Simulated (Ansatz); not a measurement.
**SiH3Cl (chlorosilane) at revPBE/STO-3G**

Aim: the electronic atomisation energy of SiH3Cl (chlorosilane) at revPBE/STO-3G, from 4 runs. 

The results are computed with Ansatz 0.2.0.

53 further runs of the same task are left out: 4 that didn't finish, 49 set aside as unsound or not needed.

## Step 1: The system as given

SiH3Cl has 5 atoms, charge 0, and is taken as a singlet. As SMILES, `[SiH3]Cl`. The shape is that of a PBE0-D4/def2-TZVP optimisation.

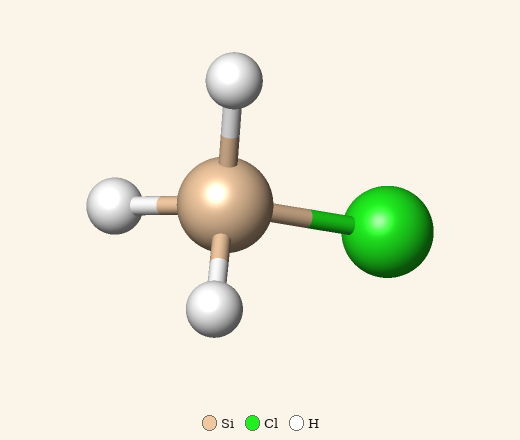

The structure, seen from a chosen angle (silicon light orange, chlorine green, hydrogen white).

## Step 2: The energy at revPBE/STO-3G

in.yaml

```yaml
crystal:
  periodic: [false, false, false]
  atoms:
    - {symbol: Si, position_ang: [-0.112000, 0.018600, -0.030900]}
    - {symbol: Cl, position_ang: [1.838300, -0.513500, 0.329900]}
    - {symbol: H, position_ang: [-0.950900, -0.488300, 1.079100]}
    - {symbol: H, position_ang: [-0.534700, -0.585700, -1.314900]}
    - {symbol: H, position_ang: [-0.190800, 1.495400, -0.104700]}
basis:
  gaussian:
    orbitals: STO-3G
hamiltonian:
  xc: {name: revPBE}
accuracy: high
```

Run with:

```sh
$ ansatz run in.yaml --threads 1 --pin off --max-ram 2610MiB --events-out events.jsonl --progress --plain --runs-dir runs
```

The log of the run:

```text
Warning: RAYON_NUM_THREADS=1 ignored (pool sized by the plan → 1); use --threads N
Functional definition: revPBE
  name "revPBE"
  parameter kappa = 1.245
  parameter beta = 0.06672455060314922
  exchange = pbe_x(kappa = kappa, mu = beta*pi^2/3)
  correlation = pbe_c(beta = beta)
364 factors; integrals over basis functions are off by at most 1.3e-8 eV
mean field evaluation 1: about -20216.5789 eV, gradient 2.2e1 eV
mean field evaluation 2: about -20216.5070 eV, gradient 2.2e1 eV
mean field evaluation 4: about -20218.4352 eV, gradient 2.6e-1 eV
mean field evaluation 8: about -20218.3885 eV, gradient 1.2e-3 eV
mean field -20218.38850833 eV, -743.0120731653 hartree, gradient 7.4e-8 eV, S^2 0.000000; 0 other end points of the search recorded, 0 dependent functions left out
reference -20218.38851049 eV, -743.0120732445 hartree; 17, 17 occupied and 4, 4 virtual orbitals, 364 factors
Total energy: -20218.38851049 eV, -743.0120732445 hartree
```

Wall time 1.2 s (1 thread of Arm Neoverse V1, shared host); peak memory 0.095 GiB.

## Step 3: The Cl atom

molecule.yaml

```yaml
crystal:
  periodic: [false, false, false]
  atoms:
    - symbol: Cl
      position_ang: [0.000000, 0.000000, 0.000000]
basis:
  gaussian:
    orbitals: STO-3G
magnetization:
  spin_polarized: true
  initial_magnetization: 1
hamiltonian:
  xc: {name: revPBE}
accuracy: high
```

Run the same way, it converges to -455.03639 Eh (log not shown).

## Step 4: The H atom at the same level

input.yaml

```yaml
crystal:
  periodic: [false, false, false]
  atoms:
    - {symbol: H, position_ang: [0.000000, 0.000000, 0.000000]}
basis:
  gaussian: {orbitals: STO-3G}
accuracy: high
magnetization: {spin_polarized: true, initial_magnetization: 1}
hamiltonian: {xc: {name: revPBE}}
```

Run with:

```sh
$ ansatz run input.yaml --threads 1 --pin off --max-ram 2610MiB --events-out events.jsonl --progress --plain --runs-dir runs
```

The log of the run:

```text
Warning: RAYON_NUM_THREADS=1 ignored (pool sized by the plan → 1); use --threads N
Functional definition: revPBE
  name "revPBE"
  parameter kappa = 1.245
  parameter beta = 0.06672455060314922
  exchange = pbe_x(kappa = kappa, mu = beta*pi^2/3)
  correlation = pbe_c(beta = beta)
1 factors; integrals over basis functions are off by at most 4.6e-10 eV
mean field evaluation 1: about -12.7921 eV, gradient 0.0e0 eV
mean field evaluation 2: about -12.7921 eV, gradient 0.0e0 eV
mean field -12.79208501 eV, -0.4701004535 hartree, gradient 0.0e0 eV, S^2 0.750000; 0 other end points of the search recorded, 0 dependent functions left out
reference -12.79208638 eV, -0.4701005037 hartree; 1, 0 occupied and 0, 1 virtual orbitals, 1 factors
Total energy: -12.79208638 eV, -0.4701005037 hartree
```

It took 0.1 s on 1 thread of Arm Neoverse V1, shared host.

## Step 5: The Si atom, same level

molecule.yaml

```yaml
crystal:
  periodic: [false, false, false]
  atoms:
    - {symbol: Si, position_ang: [0.000000, 0.000000, 0.000000]}
basis:
  gaussian: {orbitals: STO-3G}
magnetization: {spin_polarized: true, initial_magnetization: 2}
hamiltonian: {xc: {name: revPBE}}
accuracy: high
```

Run the same way, it converges to -285.87250 Eh (log not shown).

## Step 6: Outcome

At revPBE/STO-3G:

| quantity | value |
| --- | --- |
| molecule: total energy | -743.01207 Eh |
| Cl atom: total energy | -455.03639 Eh |
| Cl atom: ⟨S²⟩ | 0.750 |
| H atom: total energy | -0.47010 Eh |
| H atom: ⟨S²⟩ | 0.750 |
| Si atom: total energy | -285.87250 Eh |
| Si atom: ⟨S²⟩ | 2.000 |
| electronic atomisation energy | 18.854 eV |

In words: Taking the molecule apart into free atoms costs 18.85 eV (1819 kJ/mol), before zero-point energy and without spin-orbit coupling. In a minimal basis such a difference can be off by several eV, whatever the method.
